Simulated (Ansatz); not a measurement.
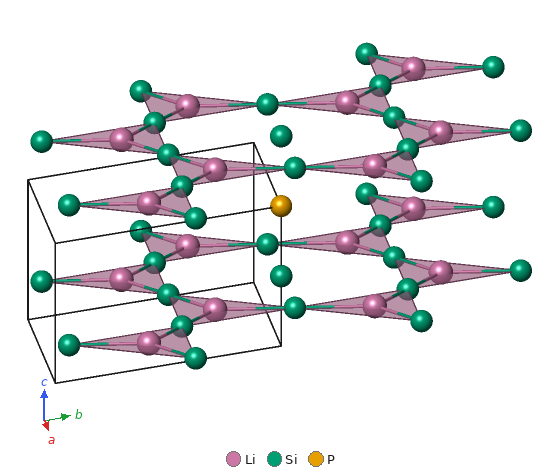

Polyhedra are drawn about Li (bonds: Li–Si below 2.6 Å); other atoms are plain spheres.

Li2Si4P (space group P6/mmm, No. 191): the geometry relaxed with DFT PBE, scalar-relativistic, plane waves, PAW in Ansatz; the starting structure was generated, so it need not be a known form of this composition.

Sharing among the drawn polyhedra:

```json
{"site": "Li", "polyhedron": "LiSi3 triangle", "corner-sharing neighbours": "3", "edge-sharing": "0", "face-sharing": "0", "bond (Å)": "2.34"}
```

They form layers of corner-sharing triangles parallel to (001).
